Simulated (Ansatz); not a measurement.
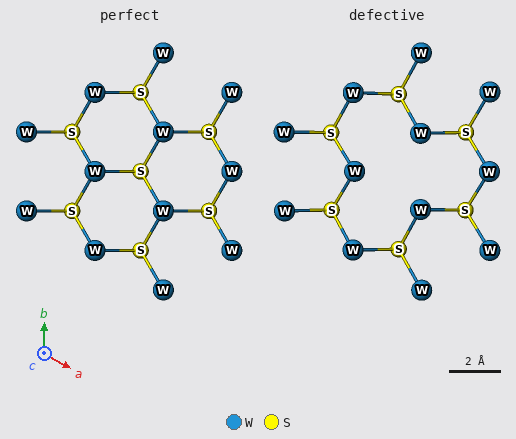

Left: perfect WS2. Right: the same region with one point defect, after relaxing the atoms in a supercell of 42 sites. A ball-and-stick model of the atoms within 5.4 Å of one point, in a slice 4.2 Å thick across the line of sight, seen along the c axis.

The calculation used DFT PBEsol, scalar-relativistic, plane waves, PAW in Ansatz 0.2.0. (plane-wave cutoff 420 eV; k-point mesh 2 × 2 × 2; occupations gaussian; smearing width 0.01 eV; no spin polarisation) The cell is small and the k-mesh coarse, so the numbers are rough. The axes drawn are those of the host's conventional cell.

Which defect is it?

Answer. A sulfur atom is taken out (a vacancy).

The charge state of the cell is 0.

What does the relaxation do around it?

Answer. Around the empty S site the host had 3 W at 2.40 Å; after relaxation the nearest atoms are 3 W at 2.36 to 2.37 Å. Of the host's atoms, a sulfur atom moves furthest from its site, by 0.07 Å.
